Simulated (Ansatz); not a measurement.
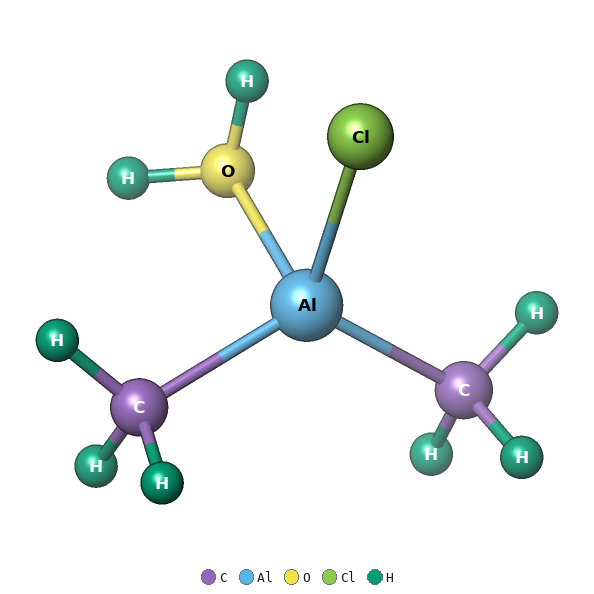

Atoms fade into the background with distance from the viewer. The computed structure is the end point of a PBE0-D4/def2-TZVP optimisation.

> List the symmetry elements and name the point group.

It has no symmetry element but the identity, so the point group is C1. The group has 1 operation. The geometry is chiral, and symmetry allows a dipole moment.
